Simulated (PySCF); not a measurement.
Potential energy curve for SMILES CF. The C1–H5 bond (C1 also carries F, H, H; H5 carries nothing else) is stretched with both fragments frozen at the PBE0/def2-TZVP optimised geometry.

- UKS-B3LYP = unrestricted B3LYP/cc-pVDZ (PySCF)
- RKS-wB97X-V = PySCF with restricted wB97X-V/cc-pVDZ
- RHF/cc-pVDZ (PySCF)

Magnitude of the dipole moment (D; its direction can reverse along the curve, and a method can change to another solution) and Mulliken charge of the fragment that holds C1:

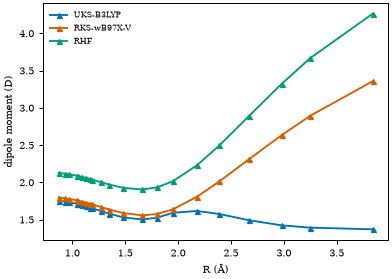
Dipole moment against bond length.

```csv
R / Å,μ UKS-B3LYP,q UKS-B3LYP,μ RKS-wB97X-V,q RKS-wB97X-V,μ RHF,q RHF
0.87,1.75,0.06,1.80,0.06,2.13,0.05
0.93,1.74,0.03,1.79,0.03,2.12,0.02
0.97,1.73,0.01,1.78,0.01,2.11,0.00
1.04,1.71,-0.01,1.76,-0.01,2.09,-0.02
1.05,1.71,-0.01,1.76,-0.02,2.09,-0.02
1.09,1.69,-0.02,1.74,-0.02,2.07,-0.03
1.13,1.68,-0.02,1.73,-0.03,2.06,-0.04
1.17,1.66,-0.03,1.71,-0.03,2.04,-0.04
1.19,1.65,-0.03,1.70,-0.04,2.04,-0.04
1.27,1.61,-0.03,1.67,-0.04,2.00,-0.04
1.35,1.58,-0.03,1.64,-0.03,1.97,-0.04
1.48,1.53,-0.01,1.59,-0.02,1.93,-0.03
1.66,1.50,0.01,1.56,0.00,1.90,0.00
1.80,1.53,0.03,1.57,0.02,1.93,0.03
1.95,1.59,0.05,1.64,0.05,2.01,0.06
2.18,1.62,0.06,1.81,0.08,2.23,0.10
2.39,1.57,0.05,2.01,0.10,2.49,0.14
2.67,1.49,0.03,2.31,0.13,2.89,0.17
2.98,1.42,0.02,2.63,0.14,3.32,0.19
3.25,1.39,0.01,2.89,0.15,3.67,0.20
3.84,1.37,0.00,3.36,0.15,4.26,0.20
```

The unrestricted determinant behind UKS-B3LYP is spin-contaminated at 2.18 to 3.84 Å (<S²> up to 1.0, against 0.00 for a pure singlet). At the longest distance RKS-wB97X-V leaves fractional charges on the fragments, a sign of delocalisation error or of the restricted form. The restricted form behind RKS-wB97X-V, RHF keeps the bonding electrons paired and can't separate into open-shell fragments.
